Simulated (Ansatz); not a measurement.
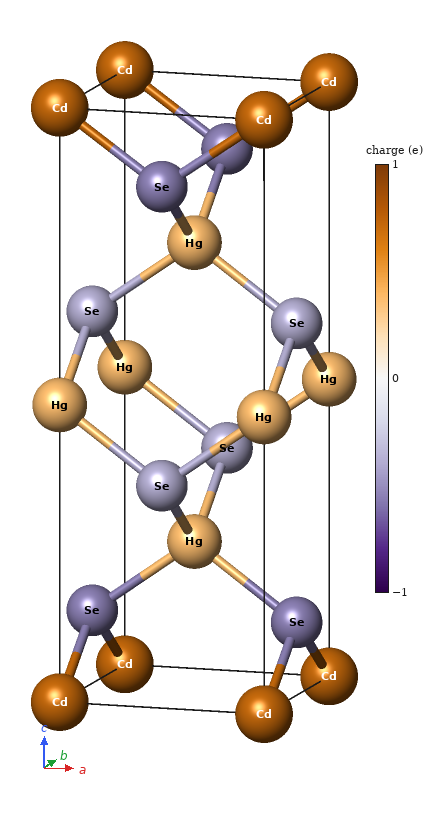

The crystal in a ball-and-stick representation, seen slightly off an axis. The edges of the simulation cell are marked. The atoms of this CdHg3Se4 cell are coloured by their Bader charge.

Electronic-structure method: Ansatz 0.2.0, DFT PBE, scalar-relativistic, plane waves, PAW. Parameters: plane-wave cutoff 420 eV, an 8×8×4 sampling of the Brillouin zone, Gaussian smearing of 0.1 eV, no spin polarisation.

### Which element is the most positive, and which the most negative?

Most positive: Cd; most negative: Se. Charges: about Cd +0.7 e; Hg +0.4 e; Se -0.5 to -0.4 e.

The cell started as a structure type filled with these elements by a generator (whether the compound takes this form wasn't checked). Earlier steps of the study may have refined or changed the cell and positions. An electronic-structure calculation with Ansatz was run on it.
